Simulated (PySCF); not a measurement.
## NMR shielding calculation of C₅H₅BO₂

C₅H₅BO₂, computed with GIAO PBE0/pcSseg-1 NMR shielding, non-relativistic, gas phase (PySCF 2.14.0).

The geometry comes from this level: GFN2-xTB. Figures and captions count atoms from 1; the log counts them from 0 in places.

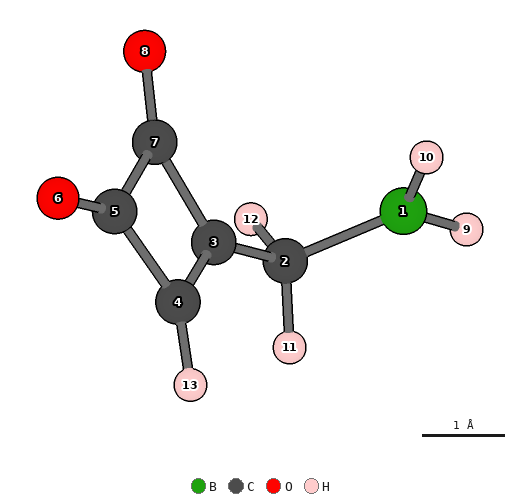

**Figure 1.** The input geometry (ball-and-stick view, seen at a tilt; atoms are numbered from 1 in the order of the input). Bond lengths as drawn: B–C 1.58 Å, B–H 1.17 Å, C–C 1.36 to 1.55 Å, C–H 1.07 to 1.10 Å and C–O 1.20 Å.

### Key numbers

| quantity | value |
| --- | --- |
| outcome | converged |
| total energy | −368.291458 hartree |
| HOMO | −7.11 eV |
| LUMO | −2.24 eV |
| dipole moment | 5.51 D |
| isotropic shielding, B | 12.0 ppm |
| isotropic shielding, C | −33.3 to 150.7 ppm |
| isotropic shielding, O | −284.8 to −267.9 ppm |
| isotropic shielding, H | 22.1 to 28.6 ppm |
| hardware | 1 CPU thread, shared host |
| wall time | 29 s |
| peak memory | 0.73 GiB |

### The input
```
{"job": {"kind": "nmr", "xc": "PBE0", "basis": "pcSseg-1"}, "charge": 0, "multiplicity": 1}
B      1.988535    -0.146980     0.907989
C      1.121441     0.639909    -0.155319
C     -0.250006     0.147429    -0.302432
C     -0.926487    -0.631427    -1.193543
C     -2.201058    -0.573265    -0.447835
O     -3.307308    -1.007059    -0.582671
C     -1.451561     0.307723     0.579272
O     -1.684143     0.877423     1.604022
H      3.115125     0.138761     1.004880
H      1.516971    -0.977630     1.576790
H      1.630405     0.671455    -1.121344
H      1.088624     1.667726     0.224200
H     -0.644928    -1.113577    -2.111738
```

The first line tells a small driver script what to run in PySCF; the rest is the geometry in Å.

Launch command:
```bash
OMP_NUM_THREADS=1 python <driver script> task.json out
```

### What the program printed
```
coarse grid: 11792 points
cycle   1  E = -367.9876298344  dE =  1.499e+00  |g| = 1.080e+00  |ddm| = 3.534e+00
cycle   2  E = -366.7284884864  dE =  1.259e+00  |g| = 2.755e+00  |ddm| = 4.290e+00
cycle   3  E = -368.2175103377  dE = -1.489e+00  |g| = 1.575e-01  |ddm| = 3.374e+00
cycle   4  E = -368.2217710205  dE = -4.261e-03  |g| = 9.203e-02  |ddm| = 2.207e-01
cycle   5  E = -368.2237853737  dE = -2.014e-03  |g| = 2.430e-02  |ddm| = 1.129e-01
cycle   6  E = -368.2239170066  dE = -1.316e-04  |g| = 6.848e-03  |ddm| = 2.821e-02
cycle   7  E = -368.2239265846  dE = -9.578e-06  |g| = 2.275e-03  |ddm| = 9.610e-03
final grid: 116528 points
cycle   8  E = -368.2913922762  dE =  1.431e-05  |g| = 1.838e-02  |ddm| = 3.107e-02
cycle   9  E = -368.2911191331  dE =  2.731e-04  |g| = 4.196e-02  |ddm| = 5.147e-02
cycle  10  E = -368.2914568950  dE = -3.378e-04  |g| = 2.125e-03  |ddm| = 3.721e-02
cycle  11  E = -368.2914579081  dE = -1.013e-06  |g| = 3.196e-04  |ddm| = 1.737e-03
cycle  12  E = -368.2914579264  dE = -1.828e-08  |g| = 1.697e-04  |ddm| = 4.966e-04
cycle  13  E = -368.2914579323  dE = -5.946e-09  |g| = 3.892e-05  |ddm| = 1.795e-04
cycle  14  E = -368.2914579326  dE = -3.231e-10  |g| = 1.014e-05  |ddm| = 4.744e-05
```

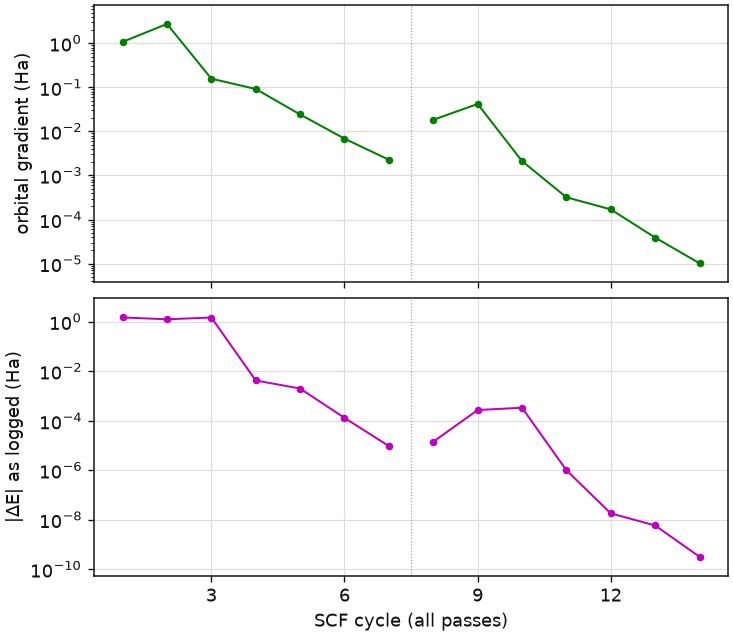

**Figure 2.** Convergence of the self-consistent field: orbital gradient and size of the energy change against the SCF cycle. The dotted line marks the change from a coarse to the final integration grid. The first 7 cycles use a coarse grid, the final grid takes over at cycle 8, and the field converges after 14 cycles in all.

```
converged SCF energy = -368.2914579326

GIAO shielding tensors (ppm)
atom      isotropic    diamagn.    paramagn.     s11        s22        s33       span
  0 B       11.992     191.269    -179.277    -54.507    -39.151    129.635    184.141
  1 C      150.698     250.588     -99.889    128.627    155.785    167.683     39.057
  2 C      -33.342     261.293    -294.635   -150.943    -87.852    138.771    289.715
  3 C       -7.189     251.283    -258.472   -122.295    -33.612    134.341    256.636
  4 C      -12.636     257.995    -270.631    -85.669     -1.770     49.531    135.200
  5 O     -267.901     394.628    -662.529   -831.639   -287.329    315.264   1146.903
  6 C      -20.151     246.610    -266.761    -84.368    -25.505     49.420    133.788
  7 O     -284.823     399.855    -684.678   -878.860   -303.162    327.553   1206.413
  8 H       23.760      28.782      -5.022     16.644     26.603     28.033     11.389
  9 H       24.071      28.821      -4.750     16.089     27.840     28.283     12.194
 10 H       28.095      29.376      -1.281     23.194     28.653     32.438      9.244
 11 H       28.559      29.085      -0.525     23.745     28.750     33.183      9.438
 12 H       22.124      32.041      -9.917     14.551     25.156     26.665     12.114
```

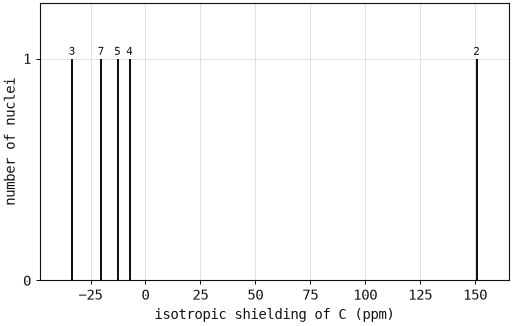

**Figure 3.** Isotropic shieldings of the carbon nuclei in this fixed geometry, labelled by atom number; shielding grows to the right, so chemical shift grows to the left. The least shielded is C3 (−33.3 ppm), the most shielded C2 (150.7 ppm).

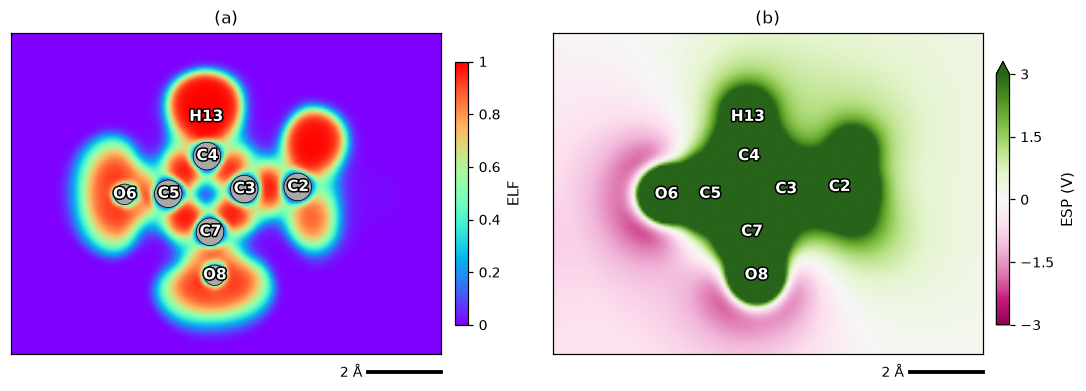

**Figure 4.** (a) electron localisation function; (b) electrostatic potential on the plane of atoms C3, C4 and H13. Grey discs, where drawn, cover atomic cores. The section cuts through C, O and H sites. C–O (1.20 Å): the ELF peaks at about 0.85 between the atoms (a double or triple bond). C–H (1.07 Å): the ELF climbs to about 1 towards the hydrogen, as it does in any bond to H (a covalent bond by its length).

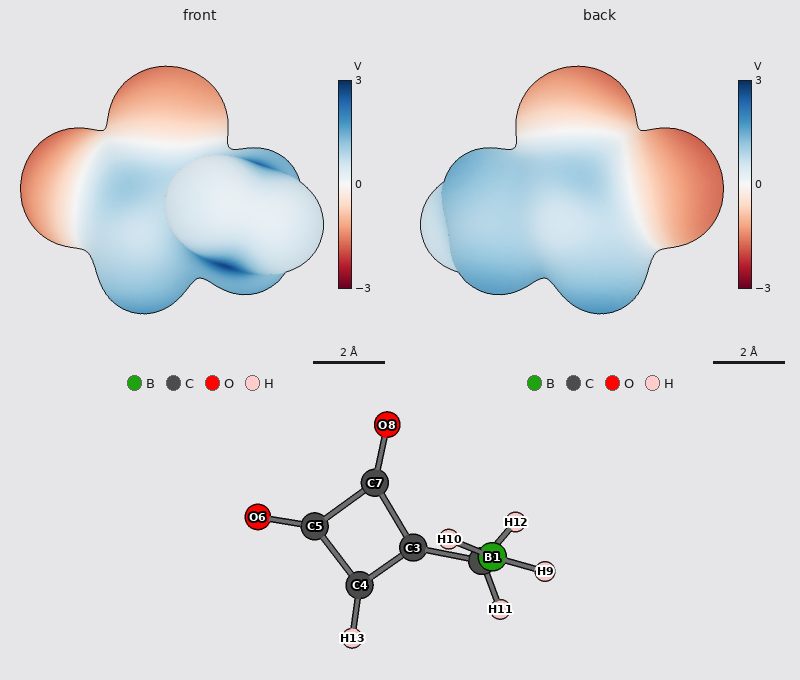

**Figure 5.** The electrostatic potential painted on the density surface at 0.002 e/bohr³, seen at a tilt and from behind; the colour scale runs from red (negative) to blue (positive). The bare structure is drawn below in the same view. Its dipole moment is 5.51 D.
